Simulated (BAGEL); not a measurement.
**singlet CH4BO+: levels of theory compared**

Wanted: a comparison of 5 runs (HF/def2-TZVP, B3LYP/6-31G*, B3LYP/def2-TZVP, PBE0/def2-TZVP, RI-MP2/def2-TZVP) of singlet CH4BO+. 

The calculation is run with BAGEL 1.2.2.

## Step 1: The system as given

CH4BO+: 7 atoms, total charge +1, spin state singlet. As SMILES of the parent species, `[BH]OC`. The coordinates come from a PBE0-D4/def2-TZVP relaxation. This is one conformer, not always the lowest. That shape belongs to the parent species and isn't relaxed for this state.

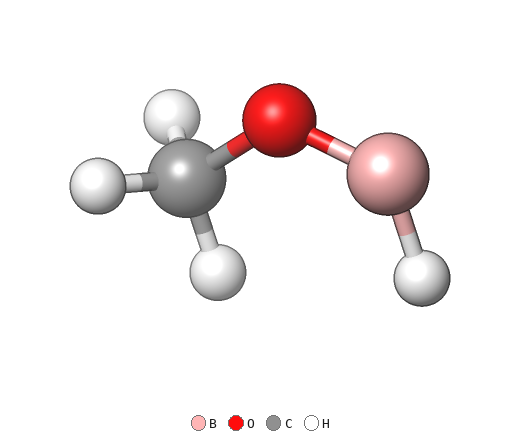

Viewed from a chosen angle; boron pink, oxygen red, carbon grey, hydrogen white.

## Step 2: The energy at HF/def2-TZVP (density fitting with qzvpp-jkfit) (run 1)

Contents of input.json:

```json
{ "bagel": [

{
  "title": "molecule",
  "basis": "def2-tzvp.json",
  "df_basis": "qzvpp-jkfit",
  "angstrom": true,
  "geometry": [
    { "atom": "B", "xyz": [      -1.319600,      -1.025700,      -0.172900 ] },
    { "atom": "O", "xyz": [      -0.272400,      -0.707100,       0.564500 ] },
    { "atom": "C", "xyz": [       0.642200,       0.338600,       0.243900 ] },
    { "atom": "H", "xyz": [      -1.628500,      -0.474200,      -1.201600 ] },
    { "atom": "H", "xyz": [       0.357800,       0.834000,      -0.687600 ] },
    { "atom": "H", "xyz": [       0.643000,       1.059300,       1.062300 ] },
    { "atom": "H", "xyz": [       1.638900,      -0.092800,       0.145600 ] }
  ]
},

{
  "title": "hf",
  "charge": 1
},

{
  "title": "print",
  "file": "orbitals.molden",
  "orbitals": true
}

]}
```

The basis set def2-TZVP is read from a file made from the Basis Set Exchange's data (not shown).

Command:

```
BAGEL_NUM_THREADS=1 BAGEL input.json > input.out
```

Standard output:

```text
* using 1 threads per process

  ===============================================================
  ===============================================================

  *** Geometry ***

  { "atom" : "B", "xyz" : [     -2.493683,     -1.938292,     -0.326734 ] },
  { "atom" : "O", "xyz" : [     -0.514761,     -1.336225,      1.066750 ] },
  { "atom" : "C", "xyz" : [      1.213582,      0.639861,      0.460904 ] },
  { "atom" : "H", "xyz" : [     -3.077419,     -0.896108,     -2.270695 ] },
  { "atom" : "H", "xyz" : [      0.676144,      1.576032,     -1.299376 ] },
  { "atom" : "H", "xyz" : [      1.215094,      2.001787,      2.007456 ] },
  { "atom" : "H", "xyz" : [      3.097072,     -0.175367,      0.275144 ] },

  Number of auxiliary basis functions:      299

  Since a DF basis is specified, we compute 2- and 3-index integrals:
    o Being stored without compression. Storage requirement is 0.033 GB

  Number of basis functions:      117
  Number of electrons      :       23

    * METHOD: MOLECULE                             0.09

  *** RHF ***

  === Nuclear Repulsion ===
    64.6361821109

      * DIIS with orbital gradients will be used.

  === RHF iteration (def2-tzvp.json) ===
      0       -139.25658411          0.02245686           0.02
      1       -139.37143978          0.01808236           0.02
      2       -139.47619819          0.00219295           0.02
      3       -139.47883635          0.00046216           0.02
      4       -139.47895252          0.00014927           0.02
      5       -139.47897034          0.00004499           0.02
      6       -139.47897287          0.00001614           0.02
      7       -139.47897327          0.00000567           0.02
      8       -139.47897332          0.00000189           0.02
      9       -139.47897333          0.00000071           0.02
     10       -139.47897333          0.00000024           0.02
     11       -139.47897333          0.00000008           0.02
     12       -139.47897333          0.00000002           0.02
     13       -139.47897333          0.00000001           0.02
    * SCF iteration converged.

    * Permanent dipole moment:
           (    1.308886,     0.532176,     0.753302) a.u.

    * METHOD: HF                                   0.32

    * METHOD: PRINT                                0.02

  ===============================================================
```

Run time: 0.6 s. Hardware: 1 thread of AMD EPYC 9R45 (Zen 5), shared host; peak memory 0.098 GiB.

## Step 3: A single-point energy at B3LYP/6-31G(d) (density fitting with qzvpp-jkfit, spherical functions) (run 2)

Contents of dft.json:

```json
{ "bagel" : [

{
  "title" : "molecule",
  "basis" : "6-31gs.json",
  "df_basis" : "qzvpp-jkfit",
  "angstrom" : "true",
  "geometry" : [
    { "atom" : "B", "xyz" : [      -1.319600,      -1.025700,      -0.172900 ] },
    { "atom" : "O", "xyz" : [      -0.272400,      -0.707100,       0.564500 ] },
    { "atom" : "C", "xyz" : [       0.642200,       0.338600,       0.243900 ] },
    { "atom" : "H", "xyz" : [      -1.628500,      -0.474200,      -1.201600 ] },
    { "atom" : "H", "xyz" : [       0.357800,       0.834000,      -0.687600 ] },
    { "atom" : "H", "xyz" : [       0.643000,       1.059300,       1.062300 ] },
    { "atom" : "H", "xyz" : [       1.638900,      -0.092800,       0.145600 ] }
  ]
},

{
  "title" : "ks",
  "xc_func" : "b3lyp",
  "charge" : 1
},

{
  "title" : "print",
  "file" : "orbitals.molden",
  "orbitals" : "true"
}

]}
```

The basis set 6-31G* is read from a file made from the Basis Set Exchange's data (not shown).

Command:

```
BAGEL_NUM_THREADS=1 BAGEL dft.json > dft.out
```

Standard output:

```text
* using 1 threads per process

  ===============================================================
  ===============================================================

  *** Geometry ***

  { "atom" : "B", "xyz" : [     -2.493683,     -1.938292,     -0.326734 ] },
  { "atom" : "O", "xyz" : [     -0.514761,     -1.336225,      1.066750 ] },
  { "atom" : "C", "xyz" : [      1.213582,      0.639861,      0.460904 ] },
  { "atom" : "H", "xyz" : [     -3.077419,     -0.896108,     -2.270695 ] },
  { "atom" : "H", "xyz" : [      0.676144,      1.576032,     -1.299376 ] },
  { "atom" : "H", "xyz" : [      1.215094,      2.001787,      2.007456 ] },
  { "atom" : "H", "xyz" : [      3.097072,     -0.175367,      0.275144 ] },

  Number of auxiliary basis functions:      299

  Since a DF basis is specified, we compute 2- and 3-index integrals:
    o Being stored without compression. Storage requirement is 0.006 GB

  Number of basis functions:       50
  Number of electrons      :       23

    * METHOD: MOLECULE                             0.04

  *** Kohn-Sham DFT ***

    * Removing 11638 points whose weight is below 1.00e-10
    * Grid points: 92704

  === Nuclear Repulsion ===
    64.6361821109

       - DIIS with orbital gradients will be used.

  === KS iteration (b3lyp / 6-31gs.json) ===
      0       -122.41146119          0.18507048           0.11
      1       -119.05063693          0.15680535           0.11
      2       -125.16776275          0.22045240           0.11
      3       -134.40220331          0.14533734           0.11
      4       -138.04512391          0.11339137           0.10
      5       -138.75634572          0.09069920           0.11
      6       -139.12602640          0.07947857           0.11
      7       -139.26821372          0.08851830           0.10
      8       -140.22763244          0.00858183           0.10
      9       -140.24038466          0.00215830           0.10
     10       -140.24141747          0.00043135           0.12
     11       -140.24144362          0.00009421           0.12
     12       -140.24144510          0.00001640           0.10
     13       -140.24144515          0.00000564           0.11
     14       -140.24144516          0.00000258           0.11
     15       -140.24144516          0.00000047           0.11
     16       -140.24144516          0.00000008           0.10
     17       -140.24144516          0.00000006           0.11
     18       -140.24144516          0.00000001           0.10
     19       -140.24144516          0.00000000           0.10
    * SCF iteration converged.

    * Permanent dipole moment:
           (    1.057747,     0.404933,     0.640370) a.u.

    * METHOD: KS                                   2.37

    * METHOD: PRINT                                0.00

  ===============================================================
```

Wall time 2.6 s (1 thread of AMD EPYC 9R45 (Zen 5), shared host); peak memory 0.23 GiB.

Runs 3 to 4 aren't shown in full; the table further down has their settings and results.

## Step 4: A single-point energy at RI-MP2/def2-TZVP (density fitting with qzvpp-jkfit) (run 5)

Contents of job.json:

```json
{ "bagel": [

{
  "title": "molecule",
  "basis": "def2-tzvp.json",
  "df_basis": "qzvpp-jkfit",
  "angstrom": true,
  "geometry": [
    { "atom": "B", "xyz": [      -1.319600,      -1.025700,      -0.172900 ] },
    { "atom": "O", "xyz": [      -0.272400,      -0.707100,       0.564500 ] },
    { "atom": "C", "xyz": [       0.642200,       0.338600,       0.243900 ] },
    { "atom": "H", "xyz": [      -1.628500,      -0.474200,      -1.201600 ] },
    { "atom": "H", "xyz": [       0.357800,       0.834000,      -0.687600 ] },
    { "atom": "H", "xyz": [       0.643000,       1.059300,       1.062300 ] },
    { "atom": "H", "xyz": [       1.638900,      -0.092800,       0.145600 ] }
  ]
},

{
  "title": "hf",
  "charge": 1
},

{
  "title": "mp2",
  "charge": 1,
  "ncore": 3
}

]}
```

The basis set def2-TZVP is read from a file made from the Basis Set Exchange's data (not shown).

Command:

```
BAGEL_NUM_THREADS=1 BAGEL job.json > job.out
```

Standard output:

```text
* using 1 threads per process

  ===============================================================
  ===============================================================

  *** Geometry ***

  { "atom" : "B", "xyz" : [     -2.493683,     -1.938292,     -0.326734 ] },
  { "atom" : "O", "xyz" : [     -0.514761,     -1.336225,      1.066750 ] },
  { "atom" : "C", "xyz" : [      1.213582,      0.639861,      0.460904 ] },
  { "atom" : "H", "xyz" : [     -3.077419,     -0.896108,     -2.270695 ] },
  { "atom" : "H", "xyz" : [      0.676144,      1.576032,     -1.299376 ] },
  { "atom" : "H", "xyz" : [      1.215094,      2.001787,      2.007456 ] },
  { "atom" : "H", "xyz" : [      3.097072,     -0.175367,      0.275144 ] },

  Number of auxiliary basis functions:      299

  Since a DF basis is specified, we compute 2- and 3-index integrals:
    o Being stored without compression. Storage requirement is 0.033 GB

  Number of basis functions:      117
  Number of electrons      :       23

    * METHOD: MOLECULE                             0.09

  *** RHF ***

  === Nuclear Repulsion ===
    64.6361821109

      * DIIS with orbital gradients will be used.

  === RHF iteration (def2-tzvp.json) ===
      0       -139.25658411          0.02245686           0.02
      1       -139.37143978          0.01808236           0.02
      2       -139.47619819          0.00219295           0.02
      3       -139.47883635          0.00046216           0.02
      4       -139.47895252          0.00014927           0.02
      5       -139.47897034          0.00004499           0.02
      6       -139.47897287          0.00001614           0.02
      7       -139.47897327          0.00000567           0.02
      8       -139.47897332          0.00000189           0.02
      9       -139.47897333          0.00000071           0.02
     10       -139.47897333          0.00000024           0.02
     11       -139.47897333          0.00000008           0.02
     12       -139.47897333          0.00000002           0.02
     13       -139.47897333          0.00000001           0.02
    * SCF iteration converged.

    * Permanent dipole moment:
           (    1.308886,     0.532176,     0.753302) a.u.

    * METHOD: HF                                   0.37

  *** RHF ***

  === Nuclear Repulsion ===
    64.6361821109

      * DIIS with orbital gradients will be used.

  === RHF iteration (def2-tzvp.json) ===
      0       -139.47897333          0.00000000           0.02
    * SCF iteration converged.

    * Permanent dipole moment:
           (    1.308886,     0.532176,     0.753302) a.u.

  === DF-MP2 calculation ===

    * freezing 3 orbitals
    * 3-index integral transformation done
    * assembly done

      MP2 correlation energy:   -0.4731649290      0.02

      MP2 total energy:       -139.9521382564

    * METHOD: MP2                                  0.07

  ===============================================================
```

Run time: 0.72 s. Hardware: 1 thread of AMD EPYC 9R45 (Zen 5), shared host; peak memory 0.097 GiB.

## Step 5: The series

| run | level | frozen core orbitals | energy (Eh) | HOMO energy (eV) | LUMO energy (eV) | HOMO–LUMO gap (eV) | wall time |
| --- | --- | --- | --- | --- | --- | --- | --- |
| 1 | HF/def2-TZVP (density fitting with qzvpp-jkfit) | – | -139.478973 | -19.68 | -6.69 | 12.99 | 0.6 s |
| 2 | B3LYP/6-31G* (density fitting with qzvpp-jkfit, spherical functions) | – | -140.241445 | -15.94 | -10.75 | 5.19 | 2.6 s |
| 3 | B3LYP/def2-TZVP (density fitting with qzvpp-jkfit) | – | -140.299195 | -15.97 | -10.80 | 5.17 | 4.8 s |
| 4 | PBE0/def2-TZVP (density fitting with qzvpp-jkfit) | – | -140.118723 | -16.18 | -10.48 | 5.70 | 5.1 s |
| 5 | RI-MP2/def2-TZVP (density fitting with qzvpp-jkfit) | 3 | -139.952138 | – | – | – | 0.72 s |

## Step 6: Results

```
                                          quantity          value
                               run 5: total energy  -139.95214 Eh
run 5: correlation energy (3 core orbitals frozen)     -473.2 mEh
```

Over runs 1, 2, 3, 4 the HOMO–LUMO gap runs from 5.17 eV (B3LYP/def2-TZVP) to 12.99 eV (HF/def2-TZVP). Exact exchange widens orbital gaps. Totals of different functionals can't be ranked against each other. All runs together took 14 s, the longest 5.1 s.
